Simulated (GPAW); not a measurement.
Consider Sr2MoO4 (I4/mmm).

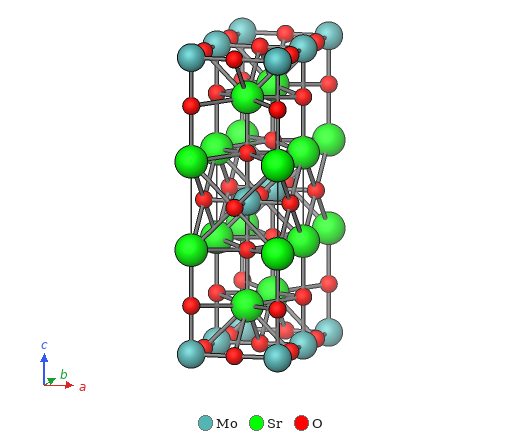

The structure (molybdenum teal, strontium green, oxygen red). 1×2×1 conventional cells are drawn. Some periodic images of atoms are drawn too.

```xyz
7
Lattice="-1.9468 1.9468 6.4837 1.9468 -1.9468 6.4837 1.9468 1.9468 -6.4837" Properties=species:S:1:pos:R:3 pbc="T T T"
Mo    0.0000    0.0000    0.0000
Sr    0.0000    0.0000    8.4151
Sr    0.0000    0.0000    4.5523
O     0.0000    0.0000    2.1160
O     0.0000    0.0000   10.8514
O     1.9468    0.0000    0.0000
O     0.0000    1.9468    0.0000
```

Absorber: atom 6, with 2 Mo at 1.95 Å (linear, site symmetry mmm). Method: GPAW, LDA, excited-electron core hole (neutral cell), 28-atom cell with 7.0 Å between holes, 3×3×3 k points, dipole transitions, Gaussian full width 0.9 eV up to 4 eV, rising linearly to 3.5 eV at 25 eV.

Question: What does the O K edge look like?

Main maxima up to 24 eV above the zero (height): 0.5 eV (1.90), 4.9 eV (2.72), 11.8 eV (1.46) and 19.2 eV (0.86). A K edge sees empty p states; the first features are O p mixed into the empty d states of the Mo neighbours, and the broad ones above probably into the cations' higher empty bands. The total-energy difference is 535.12 eV. One term is added: -8.83 eV, since the hole is spin-paired here and a spin-polarised one costs that much less in the free atom (computed apart). The photon energy is then 526.29 eV. The functional leaves an error in such absolute values: in the free atom LDA prices this hole 4.1 eV below PBE (computed apart), and PBE is itself good to a few eV.

The O K spectrum (energy from the lowest empty level; intensity scaled to a mean of 1 over the first 20 eV; polarised curves are means over the symmetry-equivalent atoms):

```
E (eV)  isotropic  ε ⊥ c  ε ∥ c
  -2.0       0.00   0.00   0.00
  -0.5       0.20   0.21   0.17
   1.0       1.17   0.79   1.94
   2.5       0.48   0.52   0.40
   4.0       1.49   1.66   1.15
   5.5       2.16   2.54   1.41
   7.0       0.96   1.06   0.75
   8.5       0.69   0.55   0.99
  10.0       0.81   0.79   0.86
  11.5       1.44   1.71   0.89
  13.0       1.02   1.24   0.60
  14.5       0.48   0.46   0.51
  16.0       0.43   0.42   0.46
  17.5       0.65   0.66   0.65
  19.0       0.85   0.77   1.01
  20.5       0.74   0.59   1.06
  22.0       0.56   0.42   0.86
  23.5       0.49   0.36   0.75
  25.0       0.53   0.42   0.74
  26.5       0.62   0.55   0.75
  28.0       0.70   0.67   0.77
  29.5       0.81   0.76   0.90
  31.0       1.03   1.00   1.07
```

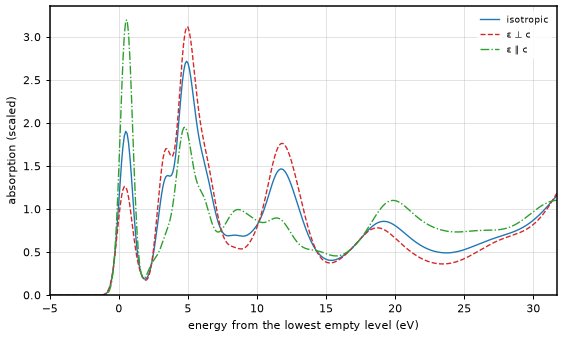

The O K edge.

The unit cell's mesh shows no gap over 0.35 eV. That is right for a metallic compound; for a small-gap or correlated insulator it would be the fault of the functional or of the assumed magnetic order, and the hole would be screened too well. The crystal has 2 inequivalent O sites and not all are shown here, while a measurement adds them all. The mesh is coarse (0.32 Å⁻¹ between points), so small maxima may be mesh ripples. The structure is a computed Materials Project entry and may be a hypothetical form.

[Banner, clock and machine lines of the logs are left out without a mark of their own.]

[Logs are printed without paths, hosts, clocks, repeated set-up lines and the standing remarks that a program may print on its own settings, such as how far it seeks lower states.]

[Hosts, paths, dates, database ids (printed as entryN), source tags and the programs' standing remarks are cut or masked in the printed files.]

[Lists of maxima count a maximum above −3 eV only where it reaches 4 % of the highest in the window and stands out from its surroundings by 2 % of it (1.5 % where it reaches 55 %); shoulders and weaker maxima are passed over, and of the rest the first, up to two pre-edge ones and the few strongest are named.]
